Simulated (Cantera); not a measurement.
A closed system holds: 1 mol SiCl₄, 7.7 mol H₂, equilibrated at 625 °C.

Cantera equilibrium calculation (NASA polynomials, part measured and part estimated; ideal gas, pure solids and liquids). Candidate condensed phases: Si; 19 gas species. The tables' values for SiCl₃ are old estimates; treat these amounts as uncertain. Kinetics and transport are ignored.

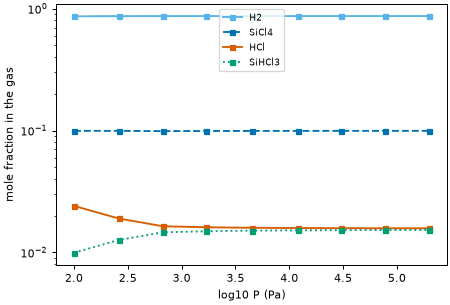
*Equilibrium gas composition (values under 1e-9 drawn at 1e-9)*

From 1.00 mbar to 2.60 mbar the condensed part is Si(s). From 6.70 mbar to 2.00 bar nothing is condensed. The main Si-bearing gas is SiCl₄ throughout.
